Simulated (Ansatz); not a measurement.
# Y4S3N2 (C2/m):H_i (bond centre, by S), thermodynamic levels from a 54-atom cell

Aim: at which Fermi levels does H_i (bond centre, by S) in Y4S3N2 (C2/m) change its charge? The model is a cell of 54 host atoms with 1 H put in.

Main program and level: Ansatz 0.2.0; place-levels on PBEsol runs: charge-transition levels and formation energies with image-charge correction and potential alignment at the atomic sites.

### Step 1. The structure

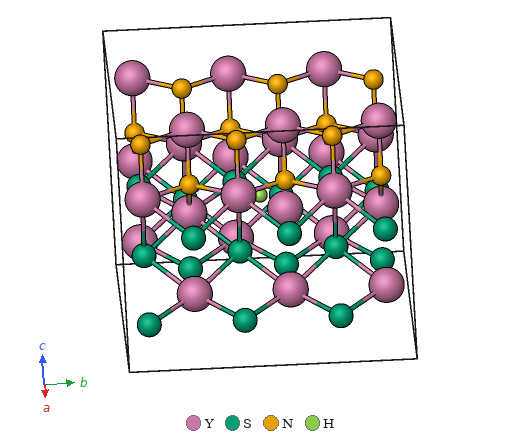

The starting structure, seen slightly off an axis (yttrium pink, sulfur teal, nitrogen orange, hydrogen green).

The cell holds 55 atoms: 24 Y, 18 S, 12 N and 1 H. Cell: a = 12.778 Å, b = 11.374 Å, c = 9.763 Å, α = 90.0°, β = 128.5°, γ = 90.0°. It derives from Y4S3N2 (space group C2/m). Nearest the centre at fractional (0.381, 0.583, 0.181): H55 at 0.00 Å, S31 at 1.35 Å, Y41 at 1.35 Å, N52 at 2.81 Å, S49 at 3.00 Å, Y23 at 3.00 Å, S28 at 3.11 Å, S47 at 3.18 Å.

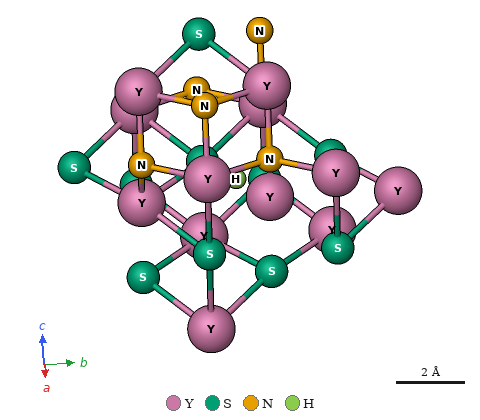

The atoms within 5 Å of the centre.

Coordinates:

```xyz
55
Lattice="12.7781 0.0000 -0.0248 0.0000 11.3745 0.0000 -6.0606 0.0000 7.6537" Properties=species:S:1:pos:R:3 pbc="T T T"
Y    -0.6153    1.8957    4.9602
Y     5.7738    0.0000    4.9478
Y     0.9438    0.0000    2.6811
Y     7.3328    1.8957    2.6687
Y     4.6955    0.0000    1.0893
Y    11.0845    1.8957    1.0769
Y    -4.3670    1.8957    6.5520
Y     2.0220    0.0000    6.5396
S     0.0000    0.0000    0.0000
S     6.3891    1.8957   -0.0124
S    -2.5264    0.0000    5.9982
S     3.8626    1.8957    5.9858
S     2.8549    1.8957    1.6431
S     9.2440    0.0000    1.6307
N    -0.3467    1.8957    2.7567
N     6.0423    0.0000    2.7443
N     0.6752    0.0000    4.8846
N     7.0643    1.8957    4.8722
Y    -0.6153    5.6872    4.9602
Y     5.7738    3.7915    4.9478
Y     0.9438    3.7915    2.6811
Y     7.3328    5.6872    2.6687
Y     4.6955    3.7915    1.0893
Y    11.0845    5.6872    1.0769
Y    -4.3670    5.6872    6.5520
Y     2.0220    3.7915    6.5396
S     0.0000    3.7915    0.0000
S     6.3891    5.6872   -0.0124
S    -2.5264    3.7915    5.9982
S     3.8626    5.6872    5.9858
S     2.8549    5.6872    1.6431
S     9.2440    3.7915    1.6307
N    -0.3467    5.6872    2.7567
N     6.0423    3.7915    2.7443
N     0.6752    3.7915    4.8846
N     7.0643    5.6872    4.8722
Y    -0.6153    9.4787    4.9602
Y     5.7738    7.5830    4.9478
Y     0.9438    7.5830    2.6811
Y     7.3328    9.4787    2.6687
Y     4.6955    7.5830    1.0893
Y    11.0845    9.4787    1.0769
Y    -4.3670    9.4787    6.5520
Y     2.0220    7.5830    6.5396
S     0.0000    7.5830    0.0000
S     6.3891    9.4787   -0.0124
S    -2.5264    7.5830    5.9982
S     3.8626    9.4787    5.9858
S     2.8549    9.4787    1.6431
S     9.2440    7.5830    1.6307
N    -0.3467    9.4787    2.7567
N     6.0423    7.5830    2.7443
N     0.6752    7.5830    4.8846
N     7.0643    9.4787    4.8722
H     3.7743    6.6351    1.3734
```

Known beforehand: the electronic dielectric constant, (6.75, 7.00, 6.49), and the static one, principal values (12.97, 15.04, 17.01), from a response run on this crystal (DFPT, PBEsol) at that run's own cell.

The cell's shortest repeat is 9.8 Å.

### Step 2. What was run first

Levels follow from differences of total energies between charge states, each relaxed by itself.

Each atom starts 0.05 Å or so off its site in a random direction. Forces are taken at one point at (¼, ¼, ¼). The cell holds 1 electron more than the neutral one, with a uniform background that keeps it neutral on the whole.

The sampling was tested on the host first: at the k-points planned (1x1x1 shifted 0.25 0.25 0.25) its energy lies 0.005 eV an atom from the dense-mesh value, under the bound of 0.02 eV set for this test; that bounds the host's error, not the defect's.

One of the inputs; charge, spin and start change from state to state.

File qm1.relax/input.yaml:

```yaml
crystal:
  lattice:
    - [12.7781342, 0.0, -0.02476512]
    - [0.0, 11.37446654, 0.0]
    - [-6.06062452, 0.0, 7.65368019]
  atoms:
    - { symbol: "Y", position: [0.25962613, 0.16666667, 0.64891759] }
    - { symbol: "Y", position: [0.75962613, 0.0, 0.64891759] }
    - { symbol: "Y", position: [0.24037387, 0.0, 0.35108241] }
    - { symbol: "Y", position: [0.74037387, 0.16666667, 0.35108241] }
    - { symbol: "Y", position: [0.43563346, 0.0, 0.14373379] }
    - { symbol: "Y", position: [0.93563346, 0.16666667, 0.14373379] }
    - { symbol: "Y", position: [0.06436654, 0.16666667, 0.85626621] }
    - { symbol: "Y", position: [0.56436654, 0.0, 0.85626621] }
    - { symbol: S, position: [0.0, 0.0, 0.0] }
    - { symbol: S, position: [0.5, 0.16666667, 0.0] }
    - { symbol: S, position: [0.17425596, 0.0, 0.78426089] }
    - { symbol: S, position: [0.67425596, 0.16666667, 0.78426089] }
    - { symbol: S, position: [0.32574404, 0.16666667, 0.21573911] }
    - { symbol: S, position: [0.82574404, 0.0, 0.21573911] }
    - { symbol: "N", position: [0.14391518, 0.16666667, 0.36064226] }
    - { symbol: "N", position: [0.64391518, 0.0, 0.36064226] }
    - { symbol: "N", position: [0.35608482, 0.0, 0.63935774] }
    - { symbol: "N", position: [0.85608482, 0.16666667, 0.63935774] }
    - { symbol: "Y", position: [0.25962613, 0.5, 0.64891759] }
    - { symbol: "Y", position: [0.75962613, 0.33333333, 0.64891759] }
    - { symbol: "Y", position: [0.24037387, 0.33333333, 0.35108241] }
    - { symbol: "Y", position: [0.74037387, 0.5, 0.35108241] }
    - { symbol: "Y", position: [0.43563346, 0.33333333, 0.14373379] }
    - { symbol: "Y", position: [0.93563346, 0.5, 0.14373379] }
    - { symbol: "Y", position: [0.06436654, 0.5, 0.85626621] }
    - { symbol: "Y", position: [0.56436654, 0.33333333, 0.85626621] }
    - { symbol: S, position: [0.0, 0.33333333, 0.0] }
    - { symbol: S, position: [0.5, 0.5, 0.0] }
    - { symbol: S, position: [0.17425596, 0.33333333, 0.78426089] }
    - { symbol: S, position: [0.67425596, 0.5, 0.78426089] }
    - { symbol: S, position: [0.32574404, 0.5, 0.21573911] }
    - { symbol: S, position: [0.82574404, 0.33333333, 0.21573911] }
    - { symbol: "N", position: [0.14391518, 0.5, 0.36064226] }
    - { symbol: "N", position: [0.64391518, 0.33333333, 0.36064226] }
    - { symbol: "N", position: [0.35608482, 0.33333333, 0.63935774] }
    - { symbol: "N", position: [0.85608482, 0.5, 0.63935774] }
    - { symbol: "Y", position: [0.25962613, 0.83333333, 0.64891759] }
    - { symbol: "Y", position: [0.75962613, 0.66666667, 0.64891759] }
    - { symbol: "Y", position: [0.24037387, 0.66666667, 0.35108241] }
    - { symbol: "Y", position: [0.74037387, 0.83333333, 0.35108241] }
    - { symbol: "Y", position: [0.43563346, 0.66666667, 0.14373379] }
    - { symbol: "Y", position: [0.93563346, 0.83333333, 0.14373379] }
    - { symbol: "Y", position: [0.06436654, 0.83333333, 0.85626621] }
    - { symbol: "Y", position: [0.56436654, 0.66666667, 0.85626621] }
    - { symbol: S, position: [0.0, 0.66666667, 0.0] }
    - { symbol: S, position: [0.5, 0.83333333, 0.0] }
    - { symbol: S, position: [0.17425596, 0.66666667, 0.78426089] }
    - { symbol: S, position: [0.67425596, 0.83333333, 0.78426089] }
    - { symbol: S, position: [0.32574404, 0.83333333, 0.21573911] }
    - { symbol: S, position: [0.82574404, 0.66666667, 0.21573911] }
    - { symbol: "N", position: [0.14391518, 0.83333333, 0.36064226] }
    - { symbol: "N", position: [0.64391518, 0.66666667, 0.36064226] }
    - { symbol: "N", position: [0.35608482, 0.66666667, 0.63935774] }
    - { symbol: "N", position: [0.85608482, 0.83333333, 0.63935774] }
    - { symbol: H, position: [0.381061, 0.583333, 0.18067] }
  host:
    repeats: [1, 3, 1]
    atoms:
      - { symbol: "Y", position: [0.25962613, 0.5, 0.64891759] }
      - { symbol: "Y", position: [0.75962613, 0.0, 0.64891759] }
      # ... 16 more atoms of the perfect host
total_charge: -1
basis:
  ecutwfc: 420
  xc_grid: 2
hamiltonian:
  xc: pbesol
kpoints:
  mp_grid: { grid: [1, 1, 1], shift: [0.25, 0.25, 0.25] }
scf:
  occupations: { method: fixed }
  max_iter: 60
output:
  forces: true
  charged_corrections:
    epsilon: [6.75, 7.0, 6.49]
    static_epsilon: [[14.06, 0.0, 1.03], [0.0, 17.01, 0.0], [1.03, 0.0, 13.95]]
    defect_position: [0.381061, 0.583333, 0.18067]
relax:
  f_tol: 0.02
  max_steps: 80
  random_displacement: { amplitude: 0.05, seed: 4438 }
checkpoint:
  write: "../qm1.relax.run"
  compress: false
  write_wavefunctions: true
  write_every: 100000
```

Launch:

```console
$ ansatz run input.yaml --threads 4 --pin off --max-ram 7536MiB --backend cpu --events-out ev --progress --plain --runs-dir out
```

Defect states can disperse in a cell of this size, so the energy is taken again at a 2×2×2 shifted mesh, on the relaxed structure.

The run of this state that the levels use, under PBEsol:

File qm1.point/input.yaml:

```yaml
crystal:
  checkpoint: "../qm1.relax.run"
  host: checkpoint
total_charge: -1
basis:
  ecutwfc: 420
  xc_grid: 2
hamiltonian:
  xc: pbesol
kpoints:
  mp_grid: { grid: [2, 2, 2], shift: [0.5, 0.5, 0.5] }
scf:
  occupations: { method: fermi_dirac, width: 0.01 }
  max_iter: 60
output:
  forces: true
  eigenvalues: true
  charged_corrections:
    epsilon: [6.75, 7.0, 6.49]
    static_epsilon: [[14.06, 0.0, 1.03], [0.0, 17.01, 0.0], [1.03, 0.0, 13.95]]
    defect_position: [0.381061, 0.583333, 0.18067]
  eigenstates: { localisation: true }
  populations: true
  band_densities: [{ bands: [v1, v1] }, { bands: [c1, c1] }]
  write_density: true
  write_potential: true
  volumetric_format: npy
  elf: true
checkpoint:
  read: "../qm1.relax.run"
  write: "../qm1.point.run"
  compress: false
  write_wavefunctions: false
  write_every: 100000
```

Relaxations under PBEsol at one point at (¼, ¼, ¼); times on 4 threads of Arm Neoverse V1, shared host:

```
charge  moment (μB)  occupations    outcome  steps  largest displacement against the far atoms (Å)     time
    −1            0        fixed  converged     16                                            1.80  3.7 min
     0            1        fixed  converged     21                                            2.35  9.4 min
    +1            0        fixed  converged     17                                            2.30  3.7 min
```

Single points under PBEsol at a 2×2×2 shifted mesh; times on 4 threads of Arm Neoverse V1, shared host:

| charge | moment (μB) | occupations | outcome | time |
| --- | --- | --- | --- | --- |
| −1 | 0 | fermi-dirac | converged | 1.9 min |
| 0 | 1 | fermi-dirac | converged | 3.8 min |
| +1 | 0 | fermi-dirac | converged | 1.9 min |

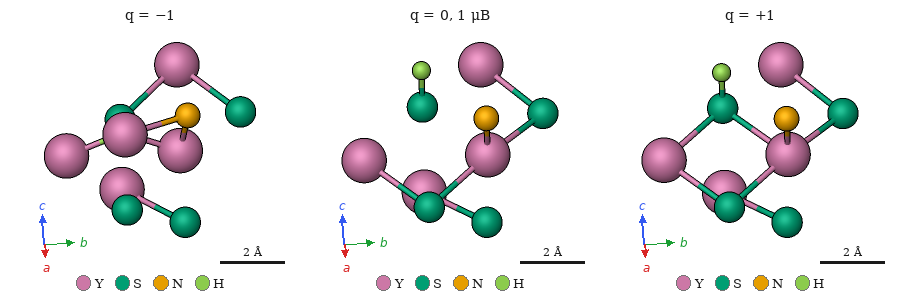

The structures near the centre after relaxation with PBEsol, by charge. Bonds to atoms that aren't drawn are left out. H lies hidden behind other atoms in this view.

Distances (Å) from H55 to the nearest atoms after relaxation with PBEsol:

| charge | moment (μB) | 1. | 2. | 3. | 4. | 5. | 6. |
| --- | --- | --- | --- | --- | --- | --- | --- |
| −1 | 0 | Y 2.03 | Y 2.03 | Y 2.14 | N 2.35 | N 2.36 | S 2.48 |
| 0 | 1 | S 1.40 | S 2.33 | Y 3.26 | Y 3.27 | N 3.36 | N 3.36 |
| +1 | 0 | S 1.40 | S 2.37 | Y 3.28 | Y 3.29 | N 3.32 | N 3.32 |

### Step 3. place-levels, PBEsol

A charged cell interacts with its images and the background, and its potential has another zero than the host's. place-levels removes the first by a point-charge model, screened by the static dielectric constant since the ions have relaxed around the charge, and the second by comparing potentials at atoms far from the defect.

The host is a run of the defect-free crystal in the same cutoffs, grids and k-points, so that basis and sampling errors cancel in part in the differences. Its band edges come from a run of the primitive cell that searches the zone for them. Chemical potentials are energies per atom of H (H2 molecule), run with the same functional and cutoff.

File levels.point.yaml:

```yaml
host:
  run: host.point.run
  levels_from: { run: edges.point.run }
states: [qm1.point.run, q0_M1.point.run, qp1.point.run]
geometry_from:
  qm1.point.run: qm1.relax.run
  q0_M1.point.run: q0_M1.relax.run
  qp1.point.run: qp1.relax.run
  host.point.run: host.relax.run
chemical_potentials:
  H:
    energy: -15.609288
    dataset: "<sha256 of the dataset>"
epsilon: [6.75, 7.0, 6.49]
static_epsilon:
  - [14.06, 0.0, 1.03]
  - [0.0, 17.01, 0.0]
  - [1.03, 0.0, 13.95]
vertical:
  - { from: qm1.point.run, to: qm1.point_neutral.run }
  - { from: qp1.point.run, to: qp1.point_neutral.run }
```

Launch:

```console
$ ansatz place-levels levels.point.yaml -- --threads 4 --pin off --max-ram 7536MiB
```

Numbers of over 12 decimals in the logs are rounded to 6 here.

What it wrote:

```text
[... repeated set-up lines and file paths are left out, and long positions are rounded to six places ...]
(+1/0) 1.259 eV above the valence edge, 0.007 eV under the conduction edge; not on the lower envelope
(0/-1) 0.493 eV above the valence edge, 0.774 eV under the conduction edge; not on the lower envelope
(+1/-1) 0.876 eV above the valence edge, 0.390 eV under the conduction edge: charges between them are lowest nowhere
formation energy of charge +1: +0.188 eV with the Fermi level at the valence edge
formation energy of charge 0: +1.448 eV with the Fermi level at the valence edge
formation energy of charge -1: +1.941 eV with the Fermi level at the valence edge
vertical -1 to 0: no energy, since no alignment is typed
  the change from vertical[0].from (qm1.point.run) to vertical[0].to (qm1.point_neutral.run): by its potential at epsilon [6.75, 7, 6.49] it stands at 0.557 0.502 0.280, with an rms radius of about 3.6 Å (2.3 2.3 1.5 Å across the planes of the cell's [...]
vertical +1 to 0: no energy, since no alignment is typed
  the change from vertical[1].from (qp1.point.run) to vertical[1].to (qp1.point_neutral.run): by its potential at epsilon [6.75, 7, 6.49] it stands at 0.494 0.505 0.003, with an rms radius of about 5.9 Å (2.7 5.0 1.6 Å across the planes of the cell's [...]
  edges by pbesol of host.levels_from (edges.point.run), its mesh sampled to repeats of 30.33 Å (the valence edge +0.154 eV and the conduction edge -0.183 eV from those of the host's own run), gap 1.266 eV; the host is sampled to repeats of 20.33 Å
  the defect's cells are sampled to repeats of 20.33 Å, like sampling
  charge +1: -111685.0287 eV with its correction of +0.150 eV, at epsilon [[14.06, 0, 1.03], [0, 17.01, 0], [1.03, 0, 13.95]], aligned at sites: +0.0179 eV, mean over 30 atomic sites at or beyond 4.88 Å from the defect at [0.3811, 0.5833, 0.1807], with [...]
  charge 0: +0.000 eV for its dipole among its images, +0.000 omitted
  charge -1: -111666.6939 eV with its correction of +0.084 eV, at epsilon [[14.06, 0, 1.03], [0, 17.01, 0], [1.03, 0, 13.95]], aligned at sites: +0.0485 eV, mean over 30 atomic sites at or beyond 4.88 Å from the defect at [0.3811, 0.5833, 0.1807], with [...]
  of states[2] (qp1.point.run): it parts from the run at its places by a charge that spreads by about 5 Å along one vector (2 Å or more is wide), by its potential at epsilon [6.75, 7, 6.49], taken for that of held ions (one typed too small widens it), where [...]
  of states[1] (q0_M1.point.run): its displacements don't fall off away from the defect: farther atoms stand 0.021 Å off the host's places. [...]
  of states[0] (qm1.point.run): it parts from the run at its places by a charge that spreads by about 2.3 Å along one vector (1.7 Å or more is wide), by its potential at epsilon [6.75, 7, 6.49], taken for that of held ions (one typed too small widens it), [...]
  of vertical[0].from (qm1.point.run): its displacements don't fall off away from the defect: farther atoms stand 0.036 Å off the host's places. [...]
  of vertical[0].to (qm1.point_neutral.run): its displacements don't fall off away from the defect: farther atoms stand 0.036 Å off the host's places. [...]
  of vertical[1].from (qp1.point.run): its displacements don't fall off away from the defect: farther atoms stand 0.022 Å off the host's places. [...]
  of vertical[1].to (qp1.point_neutral.run): its displacements don't fall off away from the defect: farther atoms stand 0.022 Å off the host's places. [...]
```

Elapsed: 0.36 s, on 4 threads of Arm Neoverse V1, shared host.

[end of part 1 of 2]

[Logs are printed without paths, hosts, clocks, repeated set-up lines and the standing remarks that a program may print on its own settings, such as how far it seeks lower states.]

[Hosts, paths, dates, database ids (printed as entryN), source tags and the programs' standing remarks are cut or masked in the printed files.]

[Where a table of states has a column of steps, it counts the stored structures, which are thinned; the runs took as many ionic steps or more.]

[A defect's name tells the site on which it was built; relaxed atoms can leave that site.]

[For some hosts the program warned that the k-mesh of the response run may be too coarse for force constants and the static dielectric constant; such warnings are not shown here.]
